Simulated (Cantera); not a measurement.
Feed: 1 mol Pb, 2.9 mol CO, 59 mol N2, equilibrated at 35.3 Torr.

These are equilibrium values from Cantera (NASA tables, ideal gas, pure condensed phases), not measurements of a reactor. Candidate condensed phases: C, Pb, PbO, PbO2, Pb3O4; 27 gas species. Kinetics and transport are ignored.

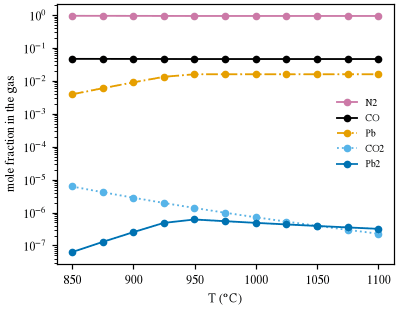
Figure: Equilibrium gas composition (values under 1e-9 drawn at 1e-9)

Question: Read off the mole fractions at 850 °C.

Answer: N2 about 0.95, CO about 0.047, Pb about 0.0039, CO2 about 6.2e-6, Pb2 about 6.2e-8.
